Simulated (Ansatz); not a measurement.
**C2H5AlO: density, localisation and related maps**

The calculation's input:

```
crystal:
  periodic: [false, false, false]
  atoms:
    - { symbol: C, position_ang: [-0.2118, 0.8291, -0.6622] }
    - { symbol: O, position_ang: [0.9358, 0.1591, -0.8314] }
    - { symbol: C, position_ang: [0.6807, -0.8767, 0.071] }
    - { symbol: Al, position_ang: [-0.9855, -0.2731, 0.7016] }
    - { symbol: H, position_ang: [-0.839, 0.8673, -1.638] }
    - { symbol: H, position_ang: [-0.0627, 1.9192, -0.3093] }
    - { symbol: H, position_ang: [-1.86267, -1.47315, 1.10415] }
    - { symbol: H, position_ang: [0.7156, -1.8405, -0.4438] }
    - { symbol: H, position_ang: [-1.6477, 0.0331, 2.1996] }
basis:
  gaussian: { orbitals: "6-31G*" }
hamiltonian:
  xc: pbe
relax:
  f_tol: 0.02
  max_steps: 50
output:
  orbitals: {}
```

Launched as:

```sh
ansatz run input.yaml --threads 1 --pin off --max-ram 2048MiB --backend cpu --events-out ev --progress --plain --runs-dir out
```

The fields are those of the relaxed geometry.

Level of theory: Ansatz 0.2.0, RKS PBE/6-31G*.

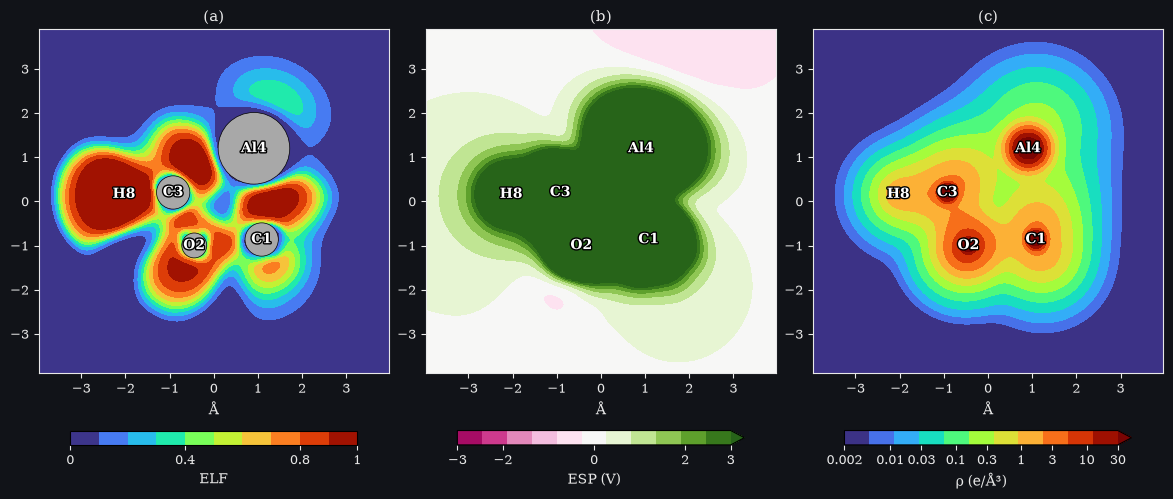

Figure 1. (a) ELF; (b) electrostatic potential; (c) total electron density on the plane of atoms C1, O2 and C3. Grey discs cover the atomic cores in the ELF map.

### Describe what can be read from this map.

- The section cuts through C, O, Al and H sites.
- C–O (1.29 Å): the density is about 2.8 e/Å³ at the midpoint; the ELF peaks at about 0.90 between the atoms: a polar covalent bond.
- C–Al (2.07 Å): ρ at the midpoint is about 0.59 e/Å³; the ELF peaks at about 0.95 between the atoms; a shared but strongly polarised pair.
- C–H (1.11 Å): ρ is about 2 e/Å³ halfway; the ELF climbs to about 1 towards the hydrogen, as it does in any bond to H; a covalent bond by its length.
- The ELF also peaks beside O2, away from the bonds: lone-pair regions.
- Outside the dense part of the molecule the potential is most negative (−0.6 V) near H7 and H9, which lies off the plane.

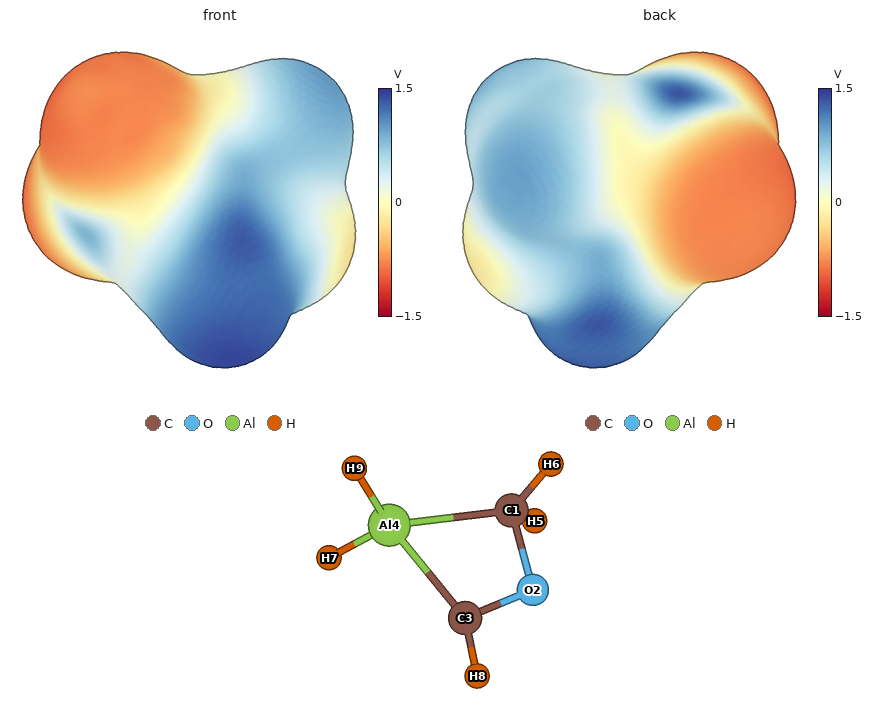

Figure 2. The molecular electrostatic potential painted on the density surface at 0.002 e/bohr³, seen from the front and from behind; the colour scale runs from red (negative) to blue (positive). The bare structure is drawn below in the same view.

### Describe the electrostatic potential map.

The most negative region (about −0.9 V) lies over H7 and H9, the most positive (about +1.4 V) over H8.

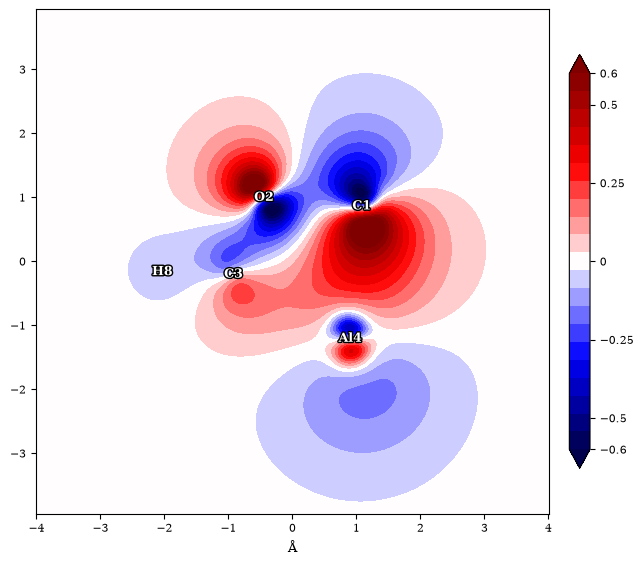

Figure 3. The HOMO on the plane of atoms C1, Al4 and C3 (values in Å⁻³ᐟ²; the overall sign is arbitrary).

### Describe this orbital and give its energy.

Its weight (Hirshfeld) is mainly on C1 (about 35 %), Al4 (about 25 %), O2 (about 15 %), H7 (about 10 %) and H9 (about 10 %). Its energy is −6.33 eV.
